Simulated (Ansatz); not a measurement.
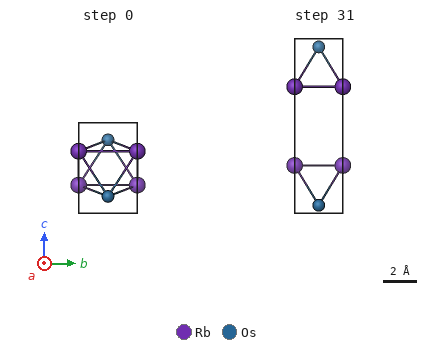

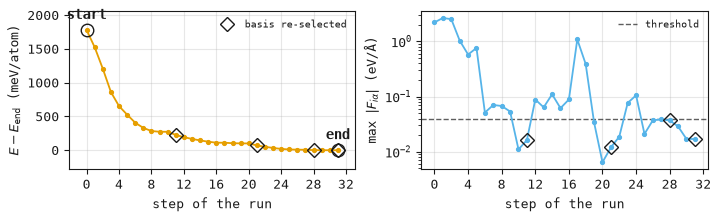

First and last geometry of a relaxation of crystalline RbOs (built on the AuCd (B19)_51 type) (coarse preliminary run), with the history of the run. A ball-and-stick model of the cell of the calculation, seen along the a axis.

Case: AuCd (B19) type (Pmma, No. 51).

The calculation used Ansatz 0.2.0, DFT PBE, scalar-relativistic, plane waves, PAW. (plane-wave cutoff 420 eV; k-point mesh 4 × 6 × 4; occupations gaussian; smearing width 0.1 eV; no spin polarisation; cell and atoms relaxed; force threshold 0.04 eV/Å; at most 70 steps)

Q: What do the curves and the structures tell?

A: It converged. Over 27 accepted moves (31 points after the start) the energy falls by 1781 meV per atom. The largest force component goes from 2.2 to 0.017 eV/Å. Pressure: −1.82 GPa at the start and −0.03 GPa at the end. At 4 points the geometry stayed and the basis and grid were re-selected for the new cell (energy shift of 46.8 meV per atom at most each time). The largest moves relative to the cell, 1.52 Å, are those of Os atoms. By element the largest moves are Os 1.52 Å, Rb 0.41 Å. Cell: a 5.445 → 4.248 Å (−22.0 %), b 3.603 → 2.960 Å (−17.9 %), c 5.559 → 10.721 Å (+92.9 %). Volume +23.6 %. Among the contacts that change: Os–Rb 3.308 → 7.426 Å, Rb–Rb 3.426 → 5.280 Å, Os–Os 3.432 → 2.348 Å, Rb–Rb 3.603 → 2.960 Å. Bonds break: Os–Rb (3.31 → 7.43 Å), Rb–Rb (3.43 → 5.28 Å). The space group stays Pmma (No. 51). Cost: 3.8 min on 1 thread of Arm Neoverse V1, with other jobs on the host, peak memory 0.43 GiB.

```tsv
step	E − E(0), meV/atom	largest force component, eV/Å	pressure, GPa	volume, Å³/atom	note
0	0.00	2.2161	-1.82	27.270	
1	-256.77	2.6597	-2.41	26.897	
2	-574.35	2.5314	-2.68	26.531	
3	-919.36	1.0350	-2.06	26.105	
4	-1127.27	0.5788	0.87	25.355	
5	-1253.87	0.7597	1.21	24.756	
6	-1373.54	0.0513	0.81	24.331	
7	-1449.96	0.0704	1.45	24.176	
8	-1496.05	0.0676	1.16	24.117	
9	-1507.04	0.0536	-0.60	24.707	
10	-1507.43	0.0110	-0.04	24.557	
11	-1554.23	0.0163	2.31	24.557	same geometry, new basis
12	-1586.56	0.0885	2.14	25.132	
13	-1613.21	0.0639	1.52	25.994	
14	-1635.29	0.1101	1.35	26.664	
16	-1669.13	0.0886	0.70	28.183	
17	-1669.33	1.0873	-0.29	28.606	
18	-1676.53	0.3893	0.05	29.525	
19	-1679.15	0.0339	0.21	28.845	
20	-1679.92	0.0065	0.02	29.056	
21	-1708.86	0.0120	1.44	29.056	same geometry, new basis
22	-1729.18	0.0188	1.39	29.727	
23	-1746.68	0.0766	0.90	30.465	
24	-1760.68	0.1054	0.83	31.169	
25	-1769.65	0.0210	0.78	31.724	
27	-1773.97	0.0386	-0.08	32.818	
28	-1778.58	0.0369	0.17	32.818	same geometry, new basis
29	-1780.22	0.0288	0.15	33.288	
30	-1780.57	0.0170	-0.02	33.702	
31	-1780.63	0.0170	-0.03	33.702	same geometry, new basis
```
